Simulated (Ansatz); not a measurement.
**C2H6B (SMILES [CH2]BC) at U-r2SCAN/6-311+G(d,p)**

Aim: the electronic atomisation energy of C2H6B at U-r2SCAN/6-311+G**, from 4 runs. 

Program for the calculation: Ansatz 0.2.0.

45 further runs of the same task are left out: 45 set aside as unsound or not needed.

### 1 The system as given

C2H6B has 9 atoms, charge 0, and is taken as a doublet. SMILES: `[CH2]BC`. The coordinates come from a PBE0-D4/def2-TZVP relaxation. This is one conformer, not always the lowest.

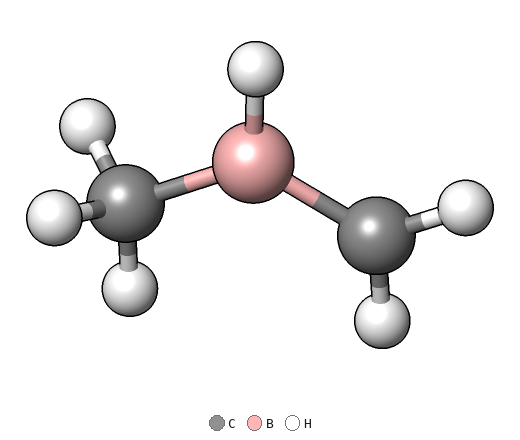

The structure, seen from a chosen angle (carbon grey, boron pink, hydrogen white).

### 2 The energy at U-r2SCAN/6-311+G(d,p)

Contents of run.yaml:

```yaml
crystal:
  periodic: [false, false, false]
  atoms:
    - symbol: C
      position_ang: [-0.840100, 0.743300, -1.023500]
    - symbol: B
      position_ang: [0.191800, 0.540800, 0.089100]
    - symbol: C
      position_ang: [0.525000, -0.860100, 0.691800]
    - symbol: H
      position_ang: [-1.406600, -0.078400, -1.457800]
    - symbol: H
      position_ang: [-1.074500, 1.714900, -1.450600]
    - symbol: H
      position_ang: [0.769100, 1.506600, 0.513000]
    - symbol: H
      position_ang: [-0.036500, -1.695300, 0.267500]
    - symbol: H
      position_ang: [1.596100, -1.069200, 0.576400]
    - symbol: H
      position_ang: [0.364200, -0.849200, 1.777100]
basis:
  gaussian:
    orbitals: 6-311+G_st__st_.json
magnetization:
  spin_polarized: true
  initial_magnetization: 1
hamiltonian:
  xc: r2scan
accuracy: high
output: {orbitals: {seedname: orbitals}}
```

The basis set 6-311+G** is read from a file made from the Basis Set Exchange's data (not shown).

On the command line:

```console
$ ansatz run run.yaml --threads 1 --pin off --max-ram 3480MiB --events-out events.jsonl --progress --plain --runs-dir runs
```

What it wrote:

```text
Warning: RAYON_NUM_THREADS=1 ignored (pool sized by the plan → 1); use --threads N
Functional definition: r2SCAN
  name "r2SCAN"
  parameter k0 = 0.174
  parameter k1 = 0.065
  parameter a1 = 4.9479
  exchange = r2scan_x(k0 = k0, k1 = k1, a1 = a1)
  correlation = r2scan_c
2069 factors; integrals over basis functions are off by at most 3.6e-9 eV
mean field evaluation 1: about -2835.5388 eV, gradient 4.5e1 eV
mean field evaluation 2: about -2830.4751 eV, gradient 5.2e1 eV
mean field evaluation 4: about -2845.4583 eV, gradient 1.7e0 eV
mean field evaluation 8: about -2845.4730 eV, gradient 3.0e-2 eV
mean field evaluation 16: about -2845.4730 eV, gradient 1.4e-5 eV
mean field -2845.47302655 eV, -104.5692049947 hartree, gradient 4.2e-8 eV, S^2 0.754423; 0 other end points of the search recorded, 0 dependent functions left out
reference -2845.47303307 eV, -104.5692052345 hartree; 12, 11 occupied and 90, 91 virtual orbitals, 2069 factors
Total energy: -2845.47303307 eV, -104.5692052345 hartree
```

Wall time 13 s (1 thread of Arm Neoverse V2, shared host); peak memory 0.44 GiB.

### 3 The B atom

Contents of run.yaml:

```yaml
crystal:
  periodic: [false, false, false]
  atoms:
    - {symbol: B, position_ang: [0.000000, 0.000000, 0.000000]}
basis:
  gaussian:
    orbitals: 6-311+G_st__st_.json
magnetization:
  spin_polarized: true
  initial_magnetization: 1
hamiltonian:
  xc: {name: r2SCAN}
accuracy: high
```

The basis set 6-311+G** is read from a file made from the Basis Set Exchange's data (not shown).

On the command line:

```console
$ ansatz run run.yaml --threads 1 --pin off --max-ram 3480MiB --events-out events.jsonl --progress --plain --runs-dir runs
```

What it wrote:

```text
Warning: RAYON_NUM_THREADS=1 ignored (pool sized by the plan → 1); use --threads N
[... 7 set-up lines as earlier in the session ...]
166 factors; integrals over basis functions are off by at most 7.6e-9 eV
mean field evaluation 1: about -670.2407 eV, gradient 3.6e0 eV
mean field evaluation 2: about -670.3460 eV, gradient 1.0e0 eV
mean field evaluation 4: about -670.3539 eV, gradient 2.8e-1 eV
mean field evaluation 8: about -670.3544 eV, gradient 2.8e-4 eV
mean field evaluation 16: about -670.3544 eV, gradient 1.5e-6 eV
mean field evaluation 32: about -670.3541 eV, gradient 1.5e-1 eV
mean field evaluation 64: about -668.6727 eV, gradient 6.5e0 eV
mean field -670.35444597 eV, -24.6350715070 hartree, gradient 8.2e-8 eV, S^2 0.755076; 8 other end points of the search recorded, 0 dependent functions left out
reference -670.35445130 eV, -24.6350717026 hartree; 3, 2 occupied and 19, 20 virtual orbitals, 166 factors
Total energy: -670.35445130 eV, -24.6350717026 hartree
```

Wall time 2.6 s (1 thread of Arm Neoverse V2, shared host); peak memory 0.1 GiB.

### 4 The C atom at the same level

Contents of run.yaml:

```yaml
crystal:
  periodic: [false, false, false]
  atoms:
    - symbol: C
      position_ang: [0.000000, 0.000000, 0.000000]
basis:
  gaussian: {orbitals: 6-311+G_st__st_.json}
magnetization: {spin_polarized: true, initial_magnetization: 2}
hamiltonian: {xc: {name: r2SCAN}}
accuracy: high
```

The basis set 6-311+G** is read from a file made from the Basis Set Exchange's data (not shown).

On the command line:

```console
$ ansatz run run.yaml --threads 1 --pin off --max-ram 3480MiB --events-out events.jsonl --progress --plain --runs-dir runs
```

What it wrote:

```text
Warning: RAYON_NUM_THREADS=1 ignored (pool sized by the plan → 1); use --threads N
[... 7 set-up lines as earlier in the session ...]
169 factors; integrals over basis functions are off by at most 2.6e-9 eV
mean field evaluation 1: about -1029.2218 eV, gradient 5.8e0 eV
mean field evaluation 2: about -1029.3761 eV, gradient 2.8e0 eV
mean field evaluation 4: about -1029.4218 eV, gradient 2.3e-2 eV
mean field evaluation 8: about -1029.4203 eV, gradient 5.1e-4 eV
mean field evaluation 16: about -1029.2131 eV, gradient 5.7e0 eV
mean field evaluation 32: about -1029.4203 eV, gradient 3.0e-6 eV
mean field -1029.42033653 eV, -37.8304996012 hartree, gradient 1.9e-8 eV, S^2 2.004974; 3 other end points of the search recorded, 0 dependent functions left out
reference -1029.42034128 eV, -37.8304997760 hartree; 4, 2 occupied and 18, 20 virtual orbitals, 169 factors
Total energy: -1029.42034128 eV, -37.8304997760 hartree
```

Run time: 1.7 s. Hardware: 1 thread of Arm Neoverse V2, shared host; peak memory 0.097 GiB.

### 5 The H atom, same level

Contents of run.yaml:

```yaml
crystal:
  periodic: [false, false, false]
  atoms:
    - {symbol: H, position_ang: [0.000000, 0.000000, 0.000000]}
basis:
  gaussian:
    orbitals: 6-311+G_st__st_.json
total_charge: 0
magnetization:
  spin_polarized: true
  initial_magnetization: 1
hamiltonian:
  xc: {name: r2SCAN}
accuracy: high
```

The basis set 6-311+G** is read from a file made from the Basis Set Exchange's data (not shown).

Run the same way, it converges to -0.49993 Eh (log not shown).

### 6 Results

Level: U-r2SCAN/6-311+G**.

| quantity | value |
| --- | --- |
| molecule: total energy | -104.56921 Eh |
| molecule: HOMO energy (highest over α and β) | -6.79 eV |
| molecule: LUMO energy (lowest over α and β) | -3.96 eV |
| molecule: ⟨S²⟩ | 0.754 |
| B atom: total energy | -24.63507 Eh |
| B atom: ⟨S²⟩ | 0.755 |
| C atom: total energy | -37.83050 Eh |
| C atom: ⟨S²⟩ | 2.005 |
| H atom: total energy | -0.49993 Eh |
| H atom: ⟨S²⟩ | 0.750 |
| electronic atomisation energy | 34.656 eV |

In words: Taking the molecule apart into free atoms costs 34.66 eV (3344 kJ/mol), before zero-point energy and without spin-orbit coupling.
